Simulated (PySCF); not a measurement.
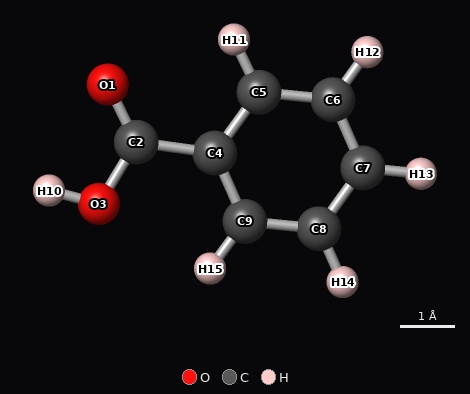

**Figure 1.** The input geometry of the first run (ball-and-stick view, seen on its broad side; atoms are numbered from 1 in the order of the input).

**C7H6O2: one change and its effect**

System: C7H6O2.
Method of the first run: TDDFT PBE0/def2-SVPD, vertical, gas phase, core orbitals frozen in the response (PySCF 2.14.0).

The geometry comes from this level: PBE0-D3(BJ)/def2-SVP. Text and figures count atoms from 1; the logs count them from 0 in places.

## The input, the first run
```
{"job": {"kind": "uv", "xc": "PBE0", "basis": "def2-SVPD", "nstates": 12, "ntriplets": 4}, "charge": 0, "multiplicity": 1}
O      2.019225     1.566404     0.058479
C      1.583829     0.477870    -0.222683
O      2.349985    -0.483697    -0.758148
C      0.173571     0.055734    -0.022568
C     -0.715702     0.984020     0.529142
C     -2.045989     0.635007     0.735229
C     -2.491972    -0.642071     0.390913
C     -1.607542    -1.570104    -0.159293
C     -0.275106    -1.224101    -0.367096
H      3.237045    -0.103526    -0.842837
H     -0.336718     1.974906     0.788122
H     -2.740437     1.360110     1.166025
H     -3.537522    -0.916281     0.552839
H     -1.959230    -2.569060    -0.427785
H      0.426912    -1.940380    -0.796719
```

The first line tells a small driver script what to run in PySCF; the rest is the geometry in Å.

Hardware: 8 threads of Arm Neoverse V2, 24 GiB of memory available, shared host.

## Output (the first run)
```
coarse grid: 13496 points
cycle   1  E = -419.8444185038  dE =  1.632e+00  |g| = 8.774e-01  |ddm| = 1.654e+01
cycle   2  E = -419.5268064776  dE =  3.176e-01  |g| = 1.567e+00  |ddm| = 6.231e+00
cycle   3  E = -419.9823404431  dE = -4.555e-01  |g| = 2.777e-01  |ddm| = 4.256e+00
cycle   4  E = -419.9971660757  dE = -1.483e-02  |g| = 7.457e-02  |ddm| = 7.101e-01
cycle   5  E = -419.9980997415  dE = -9.337e-04  |g| = 2.229e-02  |ddm| = 1.748e-01
cycle   6  E = -419.9982188680  dE = -1.191e-04  |g| = 5.752e-03  |ddm| = 1.333e-01
cycle   7  E = -419.9982262035  dE = -7.336e-06  |g| = 2.259e-03  |ddm| = 2.290e-02
final grid: 133104 points
cycle   8  E = -420.0704138321  dE = -1.964e-05  |g| = 1.105e-02  |ddm| = 2.793e-01
cycle   9  E = -420.0703649632  dE =  4.887e-05  |g| = 1.899e-02  |ddm| = 9.934e-02
cycle  10  E = -420.0704394343  dE = -7.447e-05  |g| = 2.276e-03  |ddm| = 5.175e-02
cycle  11  E = -420.0704405120  dE = -1.078e-06  |g| = 3.854e-04  |ddm| = 7.468e-03
cycle  12  E = -420.0704405377  dE = -2.577e-08  |g| = 1.490e-04  |ddm| = 1.330e-03
cycle  13  E = -420.0704405431  dE = -5.387e-09  |g| = 4.698e-05  |ddm| = 8.302e-04
cycle  14  E = -420.0704405437  dE = -5.519e-10  |g| = 1.740e-05  |ddm| = 1.888e-04
converged SCF energy = -420.0704405437

Static polarisability (au): isotropic 87.648, principal 50.457 94.587 117.900

Singlet excitations
state   eV       nm        f      main configurations
  1   4.9989    248.0   0.00001   H-2->L 0.95
  2   5.0268    246.6   0.01871   H->L 0.72, H-1->L+1 0.18
  3   5.5574    223.1   0.22321   H-1->L 0.79, H->L+1 0.10, H->L 0.09
  4   6.5822    188.4   0.17985   H-1->L+1 0.63, H->L 0.15
  5   6.6352    186.9   0.00005   H-2->L+1 0.99
  6   6.7918    182.5   0.57766   H->L+1 0.76
  7   6.8981    179.7   0.00000   H-4->L 0.98
  8   7.0536    175.8   0.06606   H-3->L 0.82
  9   7.1945    172.3   0.00049   H->L+2 0.84, H->L+3 0.14
 10   7.2518    171.0   0.00115   H-1->L+2 0.90, H-1->L+3 0.08
 11   7.3108    169.6   0.00162   H-5->L 0.94
 12   7.6249    162.6   0.04899   H-2->L+2 0.85

Triplet excitations (Tamm-Dancoff, eV): 3.7806 4.2145 4.5957 4.6015
```

The input of the second run differs as follows (lines with − go, lines with + come):
```diff
-"xc": "PBE0"
+"xc": "CAM-B3LYP"
```

How does the second run compare with the first run?

The total energies belong to different methods, so their difference says nothing on which is more stable or more accurate. The HOMO goes from −7.70 to −8.90 eV. The LUMO goes from −1.59 to −0.52 eV. The lowest excitation goes from 5.00 to 5.13 eV. The strongest computed line goes from 6.79 to 6.84 eV. The functional changes from PBE0 to CAM-B3LYP. The number of SCF iterations is the same.

## Output (the second run)
```
coarse grid: 13496 points
cycle   1  E = -420.0796382936  dE =  1.884e+00  |g| = 9.261e-01  |ddm| = 2.221e+01
cycle   2  E = -419.9067892567  dE =  1.728e-01  |g| = 1.387e+00  |ddm| = 5.698e+00
cycle   3  E = -420.2465787337  dE = -3.398e-01  |g| = 1.811e-01  |ddm| = 4.276e+00
cycle   4  E = -420.2519795606  dE = -5.401e-03  |g| = 7.543e-02  |ddm| = 4.862e-01
cycle   5  E = -420.2530026007  dE = -1.023e-03  |g| = 1.322e-02  |ddm| = 1.700e-01
cycle   6  E = -420.2530418923  dE = -3.929e-05  |g| = 4.454e-03  |ddm| = 1.037e-01
cycle   7  E = -420.2530469454  dE = -5.053e-06  |g| = 1.345e-03  |ddm| = 2.143e-02
final grid: 133104 points
cycle   8  E = -420.3454653479  dE = -3.491e-05  |g| = 3.353e-03  |ddm| = 2.471e-01
cycle   9  E = -420.3454644599  dE =  8.880e-07  |g| = 4.175e-03  |ddm| = 2.986e-02
cycle  10  E = -420.3454682836  dE = -3.824e-06  |g| = 7.068e-04  |ddm| = 1.716e-02
cycle  11  E = -420.3454683787  dE = -9.505e-08  |g| = 2.457e-04  |ddm| = 3.037e-03
cycle  12  E = -420.3454683908  dE = -1.213e-08  |g| = 9.152e-05  |ddm| = 1.218e-03
cycle  13  E = -420.3454683929  dE = -2.118e-09  |g| = 2.361e-05  |ddm| = 3.478e-04
cycle  14  E = -420.3454683931  dE = -1.965e-10  |g| = 6.896e-06  |ddm| = 1.305e-04
converged SCF energy = -420.3454683931

Static polarisability (au): isotropic 87.255, principal 50.627 94.622 116.516

Singlet excitations
state   eV       nm        f      main configurations
  1   5.1297    241.7   0.01821   H->L 0.65, H-1->L+1 0.20, H-1->L 0.10
  2   5.2655    235.5   0.00001   H-2->L 0.87, H-2->L+6 0.11
  3   5.6440    219.7   0.21037   H-1->L 0.74, H->L 0.13, H->L+1 0.11
  4   6.7422    183.9   0.26115   H-1->L+1 0.65, H->L 0.20
  5   6.8401    181.3   0.62841   H->L+1 0.76, H-1->L 0.10
  6   7.2230    171.7   0.00000   H-4->L 0.95
  7   7.3748    168.1   0.00054   H->L+2 0.55, H->L+3 0.38
  8   7.4497    166.4   0.00346   H-1->L+2 0.65, H-1->L+3 0.28
  9   7.4611    166.2   0.05231   H-3->L 0.63, H-2->L+2 0.26
 10   7.5220    164.8   0.00004   H-2->L+1 0.89
 11   7.6386    162.3   0.00198   H-5->L 0.87
 12   7.9131    156.7   0.12173   H-2->L+2 0.61, H-3->L 0.28

Triplet excitations (Tamm-Dancoff, eV): 3.8219 4.3413 4.6702 4.8527
```

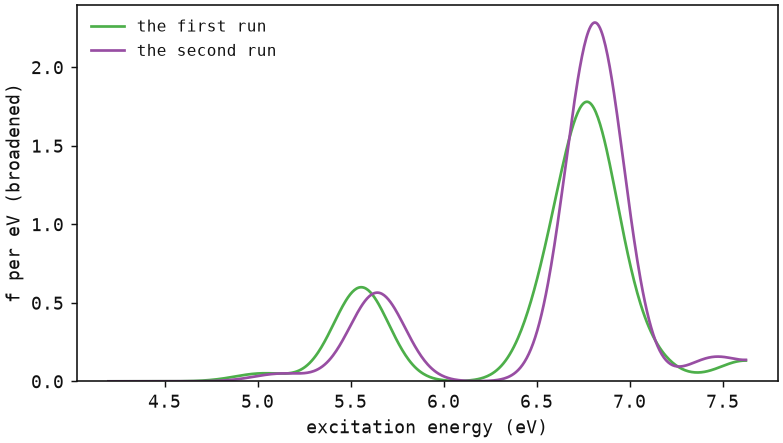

**Figure 2.** Absorption of the two runs from their computed states, each broadened by a Gaussian of 0.35 eV full width; the range ends where the shorter list of states ends.

## The two runs side by side

```tsv
quantity	the first run	the second run
outcome	converged	converged
total energy (hartree)	−420.070441	−420.345468
HOMO (eV)	−7.70	−8.90
LUMO (eV)	−1.59	−0.52
dipole moment (D)	2.11	2.13
lowest excitation (eV)	5.00	5.13
SCF iterations	14	14
strongest computed line (eV)	6.79	6.84
basis functions	234	234
wall time (shared host)	51 s	66 s
```
